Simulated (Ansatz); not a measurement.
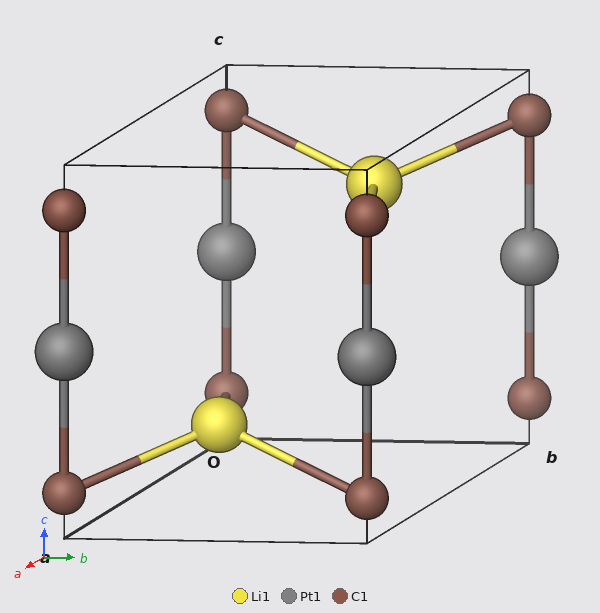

For Li₂PtC₂, coordinates from a relaxation with DFT PBE, scalar-relativistic, plane waves, PAW in Ansatz; the starting structure was generated, so it need not be a known form of this composition: one unit cell; atoms that symmetry makes equivalent share a colour (atoms on faces, edges and corners are repeated). The drawing is computed from the coordinates (standard cell, symmetry found to 0.002 Å).

a = 3.889 Å, b = 3.889 Å, c = 5.207 Å, α = 90.00°, β = 90.00°, γ = 120.00°; space group P-3m1 (No. 164).

One atom of each site: Li1 (1/3, 2/3, 0.780); Pt1 (0, 0, 1/2); C1 (0, 0, 0.878).

**Give the multiplicity, Wyckoff letter and site symmetry of each site.**

| site | Wyckoff | symmetry |
| --- | --- | --- |
| Li1 | 2d | 3m. |
| Pt1 | 1b | -3m. |
| C1 | 2c | 3m. |

**How many free positional parameters does the structure have?**

2: Li1 1, Pt1 0, C1 1.
